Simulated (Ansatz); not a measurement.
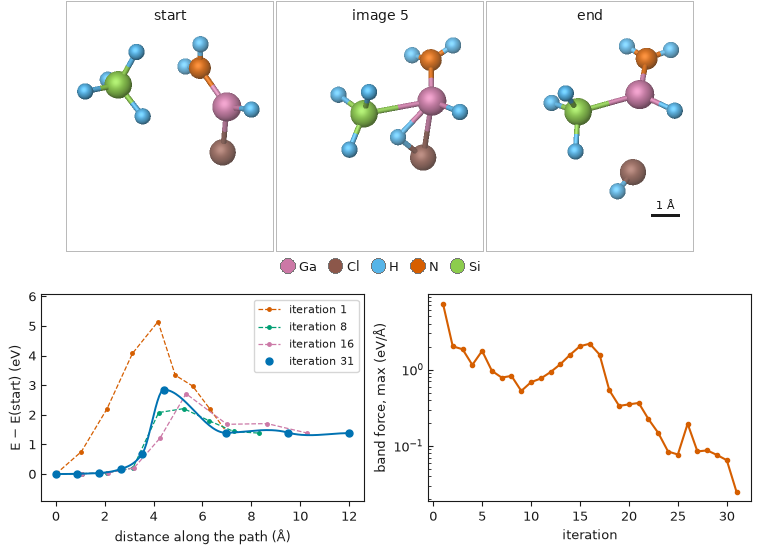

A search for the minimum-energy path of GaSiNH₇Cl, made up at the start of GaNH3Cl and SiH4 by the nudged elastic band. Images are numbered from 0 (start) to 8 (end). The plot follows the band through its iterations. The picture is a ball-and-stick view, seen at a tilt.

Computed with RHF/def2-SVP in Ansatz. Run with 7 movable images; climbing image; force threshold 0.05 eV/Å; iteration limit 60; starting path through a guess of the saddle point.

### Judge this run.

The run is converged, with reservations. The band converged in 31 iterations. The largest component of the band force went from 7.3 to 0.025 eV/Å. The climbing image converged on the top of the path. Its vibrational analysis gives one imaginary mode (1483i cm⁻¹), as a transition state must have. The first iteration put the highest image at 5.15 eV. The energy climbs by 2.85 eV to image 5 and then falls by 1.47 eV, so the end point sits at +1.38 eV.

Limits of the set-up: the start holds two separate molecules, 3.1 Å apart at their closest, whose relative position is a soft coordinate and is computed without a dispersion correction; Hartree-Fock leaves out electron correlation.
